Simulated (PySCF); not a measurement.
Input file:

```
{"job": {"kind": "nmr", "xc": "PBE0", "basis": "pcSseg-1"}, "charge": 0, "multiplicity": 1}
Si    -1.592559    -0.217384     0.079980
O      0.020394    -0.105055     0.090803
Si     1.597316     0.209598    -0.077850
H     -2.121871     1.023532    -0.484002
H     -1.924369    -1.373643    -0.750796
H     -1.988900    -0.399895     1.474265
H      2.256533    -1.089486    -0.192186
H      1.759147     1.017997    -1.285234
H      2.007870     0.940329     1.119841
```

Launched as:

```sh
OMP_NUM_THREADS=1 python probes_run.py task.json out
```

Geometry: GFN2-xTB.

The calculation used PBE0/pcSseg-1, SCF density, gas phase, non-relativistic in PySCF 2.14.0.

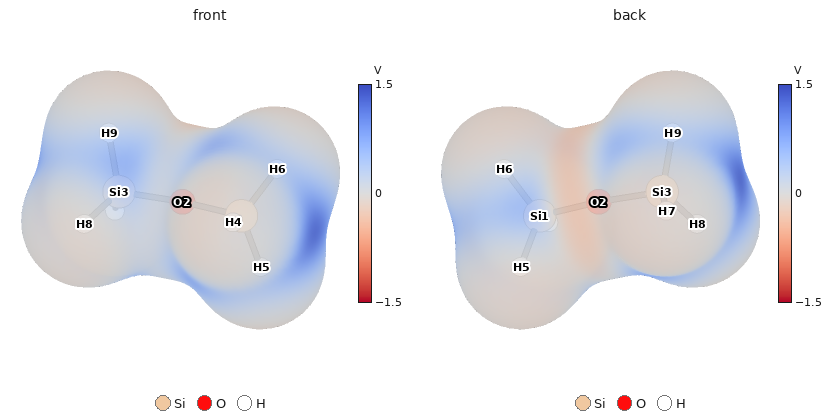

H₆OSi₂ (disiloxane). The electrostatic potential painted on the density surface at 0.001 e/bohr³, seen from the front and from behind; the colour scale runs from red (negative) to blue (positive).

Question: Where is the surface potential most negative and most positive?

Answer: The most negative region (about −0.3 V) lies over O2, the most positive (about +1.2 V) over Si1 and Si3.
